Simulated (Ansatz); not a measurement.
# Br on W(110), ontop start, 2x2 cell: work function, bands and core levels, part 3 of 4

Wanted: core-level shifts and unfolded surface bands for Br on W(110), ontop start, 2x2 cell. Spin–orbit coupling is left out of the bands throughout.

Ansatz 0.2.0; DFT, PBE, plane-wave PAW, scalar-relativistic; PAW set soft_1 (the session's first sound run).

So far, work function, upper face (eV): step 2 (the clean face) 4.85; step 3 (relaxing the atoms) 5.04.

## Step 4: Bands by layer (continued)

The DOS has structure finer than the step of the table below, so its rows give means over 2 eV, whole bins alone (the curve runs from -17.1 to 1.43 eV). Peaks (eV: height): total -15.1: 6.96, -5.8: 12.3, -4.5: 19.1, -3.2: 23.9; W 5d -4.5: 15.0, -3.2: 21.0; W 6s -5.8: 4.97, -5.0: 3.36, -1.5: 1.73, -0.2: 1.40; Br 4p -3.5: 3.98; W 6p* -1.5: 0.940, 0.6: 1.22.

* holds the states left over by the projection beside any projected weight of its own. The DOS by E, zero at the Fermi level; means over each step; values in states/eV/cell:

| E (eV) | total | W 5d | W 6s | Br 4p | W 6p* | Br 4s |
| --- | --- | --- | --- | --- | --- | --- |
| -16 | 0.801 | 0.0244 | 0.0283 | 0.00114 | 0.00138 | 0.746 |
| -14 | 0.199 | 0.00606 | 0.00701 | 2.8e-4 | 3.4e-4 | 0.185 |
| -12 | 0 | 0 | 0 | 0 | 0 | 0 |
| -10 | 0.0360 | 1.8e-4 | 0.0352 | 4.2e-5 | 4.7e-4 | 8.0e-5 |
| -8 | 1.19 | 0.0609 | 1.09 | 0.00391 | 0.0323 | 0.00282 |
| -6 | 6.55 | 3.53 | 2.77 | 0.0990 | 0.136 | 0.0130 |
| -4 | 16.7 | 13.1 | 1.57 | 1.73 | 0.314 | 0.0157 |
| -2 | 20.1 | 17.5 | 1.22 | 0.631 | 0.752 | 0.00143 |
| 0 | 13.0 | 10.7 | 1.05 | 0.300 | 0.935 | 0.00269 |

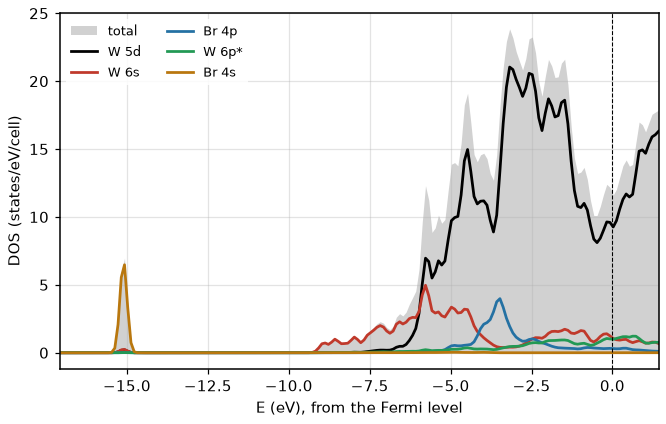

DOS against E.

Sums over each group's atoms; a table of it gives point samples, which can step over narrow peaks. Table of DOS of the group by E, zero at the Fermi level; 7 of 10 lines; values in states/eV:

| E (eV) | other layers: W 5d | layer 1: W 5d | layer 3: W 5d | layer 2: W 5d | adsorbate: Br 4p | other layers: W 6s | layer 1: W 6s |
| --- | --- | --- | --- | --- | --- | --- | --- |
| -10 | 0 | 0 | 0 | 0 | 0 | 0 | 0 |
| -8 | 0.00843 | 0.00926 | 0.00821 | 0.00817 | 0.00197 | 0.0932 | 0.112 |
| -6 | 0.370 | 0.450 | 0.940 | 1.05 | 0.0643 | 0.625 | 0.686 |
| -4 | 2.15 | 3.44 | 2.86 | 2.62 | 1.98 | 0.438 | 0.403 |
| -2 | 5.15 | 4.94 | 3.85 | 4.18 | 0.596 | 0.382 | 0.358 |
| 0 | 3.41 | 3.13 | 1.61 | 1.37 | 0.313 | 0.453 | 0.408 |

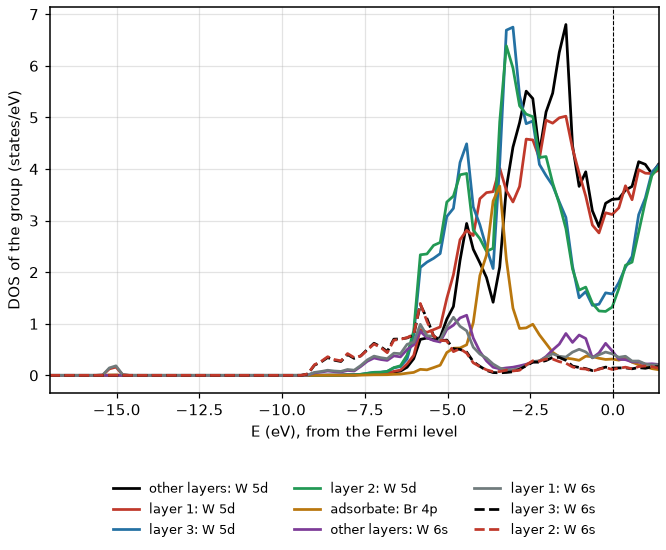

DOS of the group against E.

This run's widths, added to any smearing of the DOS itself: Gaussian 0.15 eV, Lorentzian 0.2 eV plus 0.08 an eV of depth. Table of intensity by binding energy, zero at the Fermi level; values in % of the maximum within 13 eV:

| binding energy (eV) | 21.2 eV | 100 eV | 1486.7 eV | 2150 eV | 5950 eV |
| --- | --- | --- | --- | --- | --- |
| 0 | 29.0 | 30.3 | 29.5 | 29.6 | 30.4 |
| 2 | 93.0 | 94.5 | 94.0 | 94.2 | 94.9 |
| 4 | 70.4 | 74.2 | 68.1 | 67.3 | 67.3 |
| 6 | 19.4 | 20.9 | 21.9 | 22.3 | 25.9 |
| 8 | 2.17 | 2.92 | 3.07 | 3.21 | 4.55 |
| 10 | 0.800 | 1.21 | 1.03 | 1.04 | 1.28 |
| 12 | - | 1.32 | 0.775 | 0.781 | 0.986 |
| 14 | - | 5.40 | 2.11 | 2.12 | 3.07 |
| 16 | - | 6.98 | 2.62 | 2.63 | 3.87 |

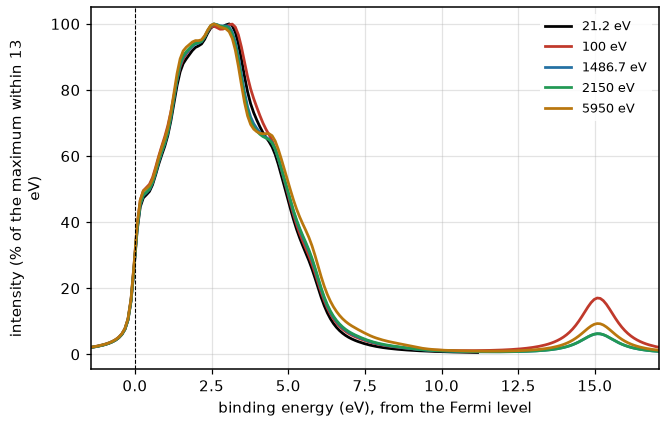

Intensity against binding energy.

Maxima picked by a test of local sharpness, so broad peaks and shoulders can be missing; peaks within 0.45 eV of a curve's cut are left out. Valence peaks, by row:

| photon energy (eV) | binding energy (eV) | height (% of the maximum within 13 eV) | main shell | its share (%) |
| --- | --- | --- | --- | --- |
| 21.2 | 3.05 | 100 | W 5d | 88.93 |
| 21.2 | 2.6 | 99.41 | W 5d | 92.57 |
| 100 | 15.1 | 17.09 | Br 4s | 96.7 |
| 100 | 3.15 | 100 | W 5d | 85.06 |
| 100 | 2.55 | 99.36 | W 5d | 91.09 |
| 1487 | 15.1 | 6.237 | Br 4s | 92.65 |
| 1487 | 2.6 | 100 | W 5d | 94.07 |
| 2150 | 15.1 | 6.266 | Br 4s | 92.68 |
| 2150 | 2.6 | 100 | W 5d | 94.6 |
| 5950 | 15.1 | 9.333 | Br 4s | 94.54 |
| 5950 | 2.55 | 100 | W 5d | 93.9 |

The planar mean, electrostatic potential oscillates, so the rows of the table below give means over windows of 2.29 Å about each position, cut where the curve ends. Its maxima inside the range that stand out by 2 % of the span (Å: eV): 8.6: -2.63, 10.9: -2.70, 13.1: -3.24, 15.9: 2.75. Its minima: 7.6: -18.1, 9.7: -18.7, 12.0: -18.7, 14.2: -18.0, 16.9: -0.515.

From the Fermi level. Planar mean, electrostatic potential against z; means over each step:

| z (Å) | planar mean, electrostatic potential (eV) |
| --- | --- |
| 1.15 | 4.95 |
| 3.44 | 4.92 |
| 5.72 | 2.07 |
| 8.02 | -11.1 |
| 10.30 | -11.3 |
| 12.59 | -11.7 |
| 14.88 | -8.02 |
| 17.18 | 1.96 |
| 19.46 | 5.02 |
| 21.75 | 5.04 |
| 24.04 | 5.02 |

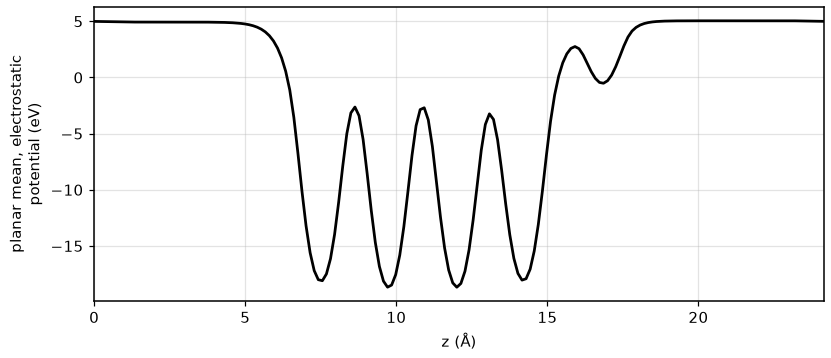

Planar mean, electrostatic potential against z.

Shapes are the site's partial DOS without matrix elements, which overweights lines from ligand s bands. Intensity against emission energy less the core level's binding energy, zero at the Fermi level; read off at these points; values in % of the unpolarised maximum:

| emission energy less the core level's binding energy (eV) | Br K-beta valence | Br K-beta valence, E along x | Br K-beta valence, E along y | Br K-beta valence, E along z | Br L3-N1 | W L-beta5 |
| --- | --- | --- | --- | --- | --- | --- |
| -17.0 | 1.39 | 1.33 | 1.32 | 1.52 | 27.6 | 4.29 |
| -16.0 | 1.64 | 1.55 | 1.53 | 1.83 | 63.8 | 4.97 |
| -15.0 | 1.93 | 1.81 | 1.80 | 2.18 | 99.1 | 5.82 |
| -14.0 | 2.29 | 2.15 | 2.14 | 2.57 | 53.4 | 6.88 |
| -13.0 | 2.77 | 2.60 | 2.59 | 3.11 | 23.6 | 8.26 |
| -12.0 | 3.44 | 3.20 | 3.20 | 3.91 | 12.3 | 10.1 |
| -11.0 | 4.40 | 4.04 | 4.05 | 5.11 | 7.49 | 12.7 |
| -10.0 | 5.85 | 5.25 | 5.29 | 6.99 | 5.08 | 16.3 |
| -9.0 | 8.15 | 7.10 | 7.20 | 10.1 | 3.82 | 21.6 |
| -8.0 | 12.1 | 10.1 | 10.3 | 15.8 | 3.24 | 29.5 |
| -7.0 | 19.4 | 15.5 | 16.0 | 26.6 | 3.20 | 41.0 |
| -6.0 | 33.5 | 26.1 | 27.2 | 47.3 | 3.67 | 56.4 |
| -5.0 | 59.5 | 48.7 | 51.1 | 78.7 | 4.25 | 74.0 |
| -4.0 | 92.4 | 90.0 | 91.6 | 95.7 | 3.50 | 89.7 |
| -3.5 | 99.9 | 107 | 106 | 86.5 | 2.58 | 95.5 |
| -3.3 | 99.4 | 109 | 108 | 80.4 | 2.24 | 97.2 |
| -3.2 | 98.5 | 110 | 108 | 77.2 | 2.10 | 98.0 |
| -3.0 | 95.4 | 109 | 107 | 70.5 | 1.85 | 99.1 |
| -2.0 | 69.2 | 83.0 | 80.8 | 43.5 | 1.33 | 97.7 |
| -1.0 | 45.8 | 58.4 | 51.1 | 27.5 | 1.19 | 84.9 |
| 0.0 | 28.7 | 38.1 | 30.5 | 16.8 | 0.903 | 65.6 |
| 1.0 | 16.5 | 21.2 | 17.5 | 10.4 | 0.646 | 46.9 |

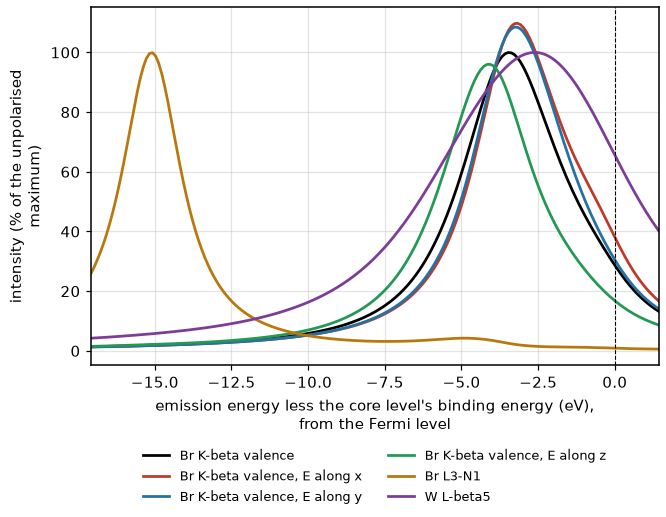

Intensity against emission energy less the core level's binding energy.

Sums over each group's atoms; left-over states aren't shared out by site. Site centres, by row:

| group | element | shell | occupied states | centre of occupied part (eV) | centre up to the window's top (eV) |
| --- | --- | --- | --- | --- | --- |
| adsorbate | Br | 4s | 1.929 | -14.75 | -14.71 |
| adsorbate | Br | 4p | 5.262 | -3.239 | -3.017 |
| layer 1 | W | 6s | 3.754 | -4.507 | -4 |
| layer 1 | W | 5d | 19.47 | -2.59 | -1.855 |
| layer 2 | W | 6s | 3.446 | -5.464 | -5.083 |
| layer 2 | W | 5d | 19.54 | -3.201 | -2.493 |
| layer 3 | W | 6s | 3.481 | -5.416 | -5.054 |
| layer 3 | W | 5d | 19.54 | -3.167 | -2.444 |
| other layers | W | 6s | 3.973 | -3.927 | -3.519 |
| other layers | W | 5d | 19.34 | -2.352 | -1.649 |

Shapes are the site's partial DOS without matrix elements, which overweights lines from ligand s bands. Emission peaks, by row:

| line | energy (eV) | height (%) |
| --- | --- | --- |
| Br K-beta valence | -3.45 | 100 |
| Br K-beta valence, E along x | -3.2 | 109.8 |
| Br K-beta valence, E along y | -3.25 | 108.5 |
| Br K-beta valence, E along z | -4.1 | 96.08 |
| Br L3-N1 | -15.1 | 100 |
| W L-beta5 | -2.6 | 100 |

The spectra weight each projected shell by its atomic cross section (Dirac–Hartree–Slater) and angular factor, for unpolarised light with the analyser at 60° from the beam. Broadening, on top of any smearing of the DOS itself: a Gaussian of 0.15 eV and a Lorentzian of 0.2 eV plus 0.08 times the binding energy (full widths), Fermi edge at 300 K. Each atom is damped by exp[−depth/(λ cos θ)], θ = 45° from the normal, λ from the universal curve. Curves are cut 10 eV under the photon energy, above any shell that the free atom's threshold puts out of reach, or at the lower edge of the window: 11.2 eV at 21.2 eV, 17.1 eV at 100 eV, 17.1 eV at 1486.7 eV, 17.1 eV at 2150 eV and 17.1 eV at 5950 eV. A star in tables and legends marks shells that hold the states left over by the projection (2.1 % of the filled ones), a stand-in for orbitals that the files don't project on. Dipole terms alone, which is rough above 3 keV; no background, satellites or final-state effects.

How the area divides among the shells (%):

| shell | 21.2 eV | 100 eV | 1486.7 eV | 2150 eV | 5950 eV |
| --- | --- | --- | --- | --- | --- |
| Br 4s | 0.0 | 7.7 | 2.9 | 2.9 | 4.2 |
| Br 4p | 8.3 | 8.5 | 5.4 | 4.6 | 3.5 |
| W 6s | 0.1 | 1.8 | 2.9 | 3.4 | 7.4 |
| W 5d | 91.4 | 81.8 | 88.6 | 88.9 | 84.3 |

Cross sections used, in Mb an electron:

| shell | 21.2 eV | 100 eV | 1486.7 eV | 2150 eV | 5950 eV |
| --- | --- | --- | --- | --- | --- |
| Br 4s | - | 0.072 | 0.0013 | 6.3e-4 | 7.8e-5 |
| Br 4p | 3.2 | 0.032 | 8.7e-4 | 3.7e-4 | 2.4e-5 |
| W 6s | 0.033 | 0.0091 | 2.4e-4 | 1.3e-4 | 2.2e-5 |
| W 5d | 5.5 | 0.074 | 0.0015 | 6.8e-4 | 4.8e-5 |

Regions along c: top from 13.9 to 20.9 Å, middle from 10.3 to 13.9 Å, bottom from 3.5 to 10.3 Å. The top region's edge passes close to a layer, so the weights are only a guide.

The largest force component on a free atom is 0.019 eV/Å, so the atoms are at rest for these settings too. At the Fermi level the DOS is 11.75 states/eV a cell, and on the broadened curves W 5d holds 79 % of the total there.

## Step 5: Z+1 stand-in on atom 2

System of this step: ReW15Br. The cell holds 17 atoms: 1 Br, 1 Re and 15 W. Its edges and angles: a = 6.340 Å, b = 5.491 Å, c = 24.275 Å, α = 90.0°, β = 90.0°, γ = 54.7°. It derives from W. Regions: ad, 1 atom (1 Br); L1, 4 atoms (1 Re and 3 W); L2, 4 atoms (4 W); L3, 4 atoms (4 W); rest, 4 atoms (4 W). Vacuum lies along c.

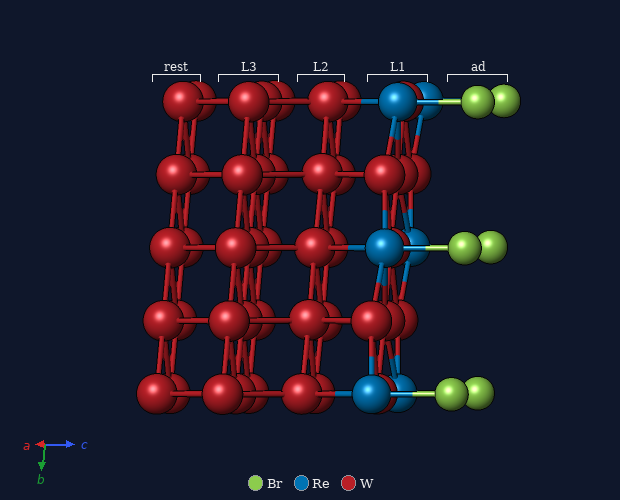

The cell of this step (bromine green, rhenium blue, tungsten red). 1×2×1 cells are drawn. Some periodic images of atoms are drawn too.

An atom with a screened core hole acts much like the next element, so total energies with that element on different sites give core-level shifts.

input.yaml

```yaml
crystal:
  lattice:
    - [6.34, 0.0, 0.0]
    - [3.17, 4.4830569927, 0.0]
    - [0.0, 0.0, 24.2745854891]
  atoms:
    - { symbol: Br, position: [0.0017010875, 0.0, 0.694263797] }
    - { symbol: Re, position: [2.45051e-05, 0.0, 0.5919058048] }
    - { symbol: W, position: [0.5000755822, 0.0, 0.5822746421] }
    - { symbol: W, position: [7.31215e-05, 0.5000745834, 0.5833440799] }
    - { symbol: W, position: [0.5001477049, 0.4999254166, 0.5833440799] }
    - { symbol: W, position: [0.7532819226, 0.4934497321, 0.4951984921] }
    - { symbol: W, position: [0.2467316547, 0.5065502679, 0.4951984921] }
    - { symbol: W, position: [0.7491491895, 0.0, 0.4940894916] }
    - { symbol: W, position: [0.2507880748, 0.0, 0.4940960159] }
    - { symbol: W, position: [0.0, 0.0, 0.401305658] }
    - { symbol: W, position: [0.5, 0.0, 0.401305658] }
    - { symbol: W, position: [0.0, 0.5, 0.401305658] }
    - { symbol: W, position: [0.5, 0.5, 0.401305658] }
    - { symbol: W, position: [0.75, 0.5, 0.308965111] }
    - { symbol: W, position: [0.25, 0.5, 0.308965111] }
    - { symbol: W, position: [0.75, 0.0, 0.308965111] }
    - { symbol: W, position: [0.25, 0.0, 0.308965111] }
kpoints:
  mp_grid: { grid: [8, 8, 1] }
scf:
  occupations: { method: fermi_dirac, width: 0.05 }
  n_extra_bands: 16
hamiltonian:
  xc: pbe
  pseudopotentials: { kind: paw, azcp: { folder: soft_1 } }
output:
  forces: true
  write_potential: true
  volumetric_format: []
efield:
  axis: 3
  dipole_correction: true
```

Run with:

```sh
$ ansatz run input.yaml --threads 8 --pin off --max-ram 40960MiB --backend cuda --events-out ev --progress --plain --runs-dir out
```

Numbers of over 12 decimals in the logs are rounded to 6 here.

The program printed:

```text
[...]
Crystal: 17 atoms, lattice volume = 689.946 Å³
Basis set: ecut = 420 eV, 13505 PW (Γ), exchange–correlation on 90×80×360 points (8 copies of the dense FFT grid, shifted against one another)
Bands: 132, of which v1, the nominal top of the filled ones, is band 116 counted from 1 (115 counted from 0)
Symmetry: 2 space group operations
[...]
k-points: 21 of 64 (time reversal used)
[...]
SCF iter   1: F=—  HF=-169437.974765 eV  |F-HF|=—  |Δ(HF+E_count)|=         —  Δρ=4.23e-2  dr2=5.79e1  ethr=3.10e-3  p=0.000 e·Å  D=3.78e-8 V/Å  ΔV_dip=-0.00 eV  dr2_dipole=1.61e0  V_vac-E_F(+/−)=6.87/6.87 eV  ⟨swp⟩=10.1  Hψ=14034  notcnv=0
[...]
SCF iter   5: F=—  HF=-169431.263973 eV  |F-HF|=—  |Δ(HF+E_count)|=   7.36e-4  Δρ=6.50e-4  dr2=6.77e-3  ethr=2.60e-5  p=-0.020 e·Å  D=-5.35e-3 V/Å  ΔV_dip=0.13 eV  dr2_dipole=1.58e-3  V_vac-E_F(+/−)=5.20/5.07 eV  ⟨swp⟩=2.8  Hψ=4940  notcnv=0  defer=28
[...]
SCF 1 converged in 11 iterations: F = -169431.263189 eV  dr2 = 2.99e-8
[...]
SCF converged after 11 iterations
[...]
```

The job ended after 4.1 s (1 × NVIDIA GB200 with 8 threads of Arm Neoverse V2, shared host; peak memory 1.5 GiB; 9.7 s of CPU time).

This run has no spin polarisation, although Re can carry a moment.

Numbers from this step:

- free energy: -169431.2632 eV
- energy at zero smearing: -169431.2100 eV
- smearing term TS: 0.1064 eV
- Fermi energy: 5.527 eV

## Step 6: Z+1 stand-in on atom 3

System of this step: ReW15Br. The cell holds 17 atoms: 1 Br, 15 W and 1 Re. Its edges and angles: a = 6.340 Å, b = 5.491 Å, c = 24.275 Å, α = 90.0°, β = 90.0°, γ = 54.7°. It derives from W. Regions: ad, 1 atom (1 Br); L1, 4 atoms (3 W and 1 Re); L2, 4 atoms (4 W); L3, 4 atoms (4 W); rest, 4 atoms (4 W). Vacuum lies along c.

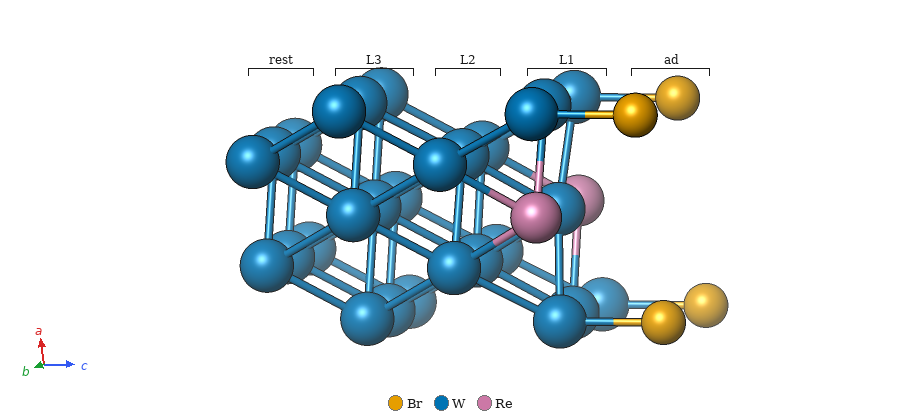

The cell of this step (bromine orange, tungsten blue, rhenium pink). Some periodic images of atoms are drawn too.

The same swap on atom 3.

Changes to input.yaml since step 5:

```diff
@@ -7,4 +7,4 @@
     - { symbol: Br, position: [0.0017010875, 0.0, 0.694263797] }
-    - { symbol: Re, position: [2.45051e-05, 0.0, 0.5919058048] }
-    - { symbol: W, position: [0.5000755822, 0.0, 0.5822746421] }
+    - { symbol: W, position: [2.45051e-05, 0.0, 0.5919058048] }
+    - { symbol: Re, position: [0.5000755822, 0.0, 0.5822746421] }
     - { symbol: W, position: [7.31215e-05, 0.5000745834, 0.5833440799] }
```

The program printed:

```text
[...]
Crystal: 17 atoms, lattice volume = 689.946 Å³
Basis set: ecut = 420 eV, 13505 PW (Γ), exchange–correlation on 90×80×360 points (8 copies of the dense FFT grid, shifted against one another)
Bands: 132, of which v1, the nominal top of the filled ones, is band 116 counted from 1 (115 counted from 0)
Symmetry: 2 space group operations
[...]
k-points: 21 of 64 (time reversal used)
[...]
SCF iter   1: F=—  HF=-169438.130062 eV  |F-HF|=—  |Δ(HF+E_count)|=         —  Δρ=4.18e-2  dr2=5.14e1  ethr=3.10e-3  p=-0.000 e·Å  D=-4.87e-8 V/Å  ΔV_dip=0.00 eV  dr2_dipole=4.72e-1  V_vac-E_F(+/−)=6.89/6.89 eV  ⟨swp⟩=10.1  Hψ=13998  notcnv=0
[...]
SCF iter   5: F=—  HF=-169431.593805 eV  |F-HF|=—  |Δ(HF+E_count)|=   7.28e-4  Δρ=6.12e-4  dr2=5.63e-3  ethr=2.20e-5  p=-0.005 e·Å  D=-1.23e-3 V/Å  ΔV_dip=0.03 eV  dr2_dipole=2.74e-4  V_vac-E_F(+/−)=5.10/5.07 eV  ⟨swp⟩=2.7  Hψ=5283  notcnv=0  defer=28
[...]
SCF 1 converged in 11 iterations: F = -169431.593486 eV  dr2 = 4.63e-8
[...]
SCF converged after 11 iterations
[...]
```

Run time: 3.8 s. Hardware: 1 × NVIDIA GB200 with 8 threads; peak memory 1.5 GiB; 9.6 s of CPU time.

Numbers from this step:

```
free energy             : -169431.5935 eV
energy at zero smearing : -169431.5415 eV
smearing term TS        : 0.1039 eV
Fermi energy            : 5.559 eV
```

(Continued in part 4 of 4.)

[Logs are printed without paths, hosts, clocks, repeated set-up lines and the standing remarks that a program may print on its own settings, such as how far it seeks lower states.]

[Hosts, paths, dates, database ids (printed as entryN), source tags and the programs' standing remarks are cut or masked in the printed files.]

[Maps of the electrostatic potential energy from Ansatz leave out the sawtooth potential of an applied field or a dipole correction, so their vacuum need not be flat; work functions include it.]
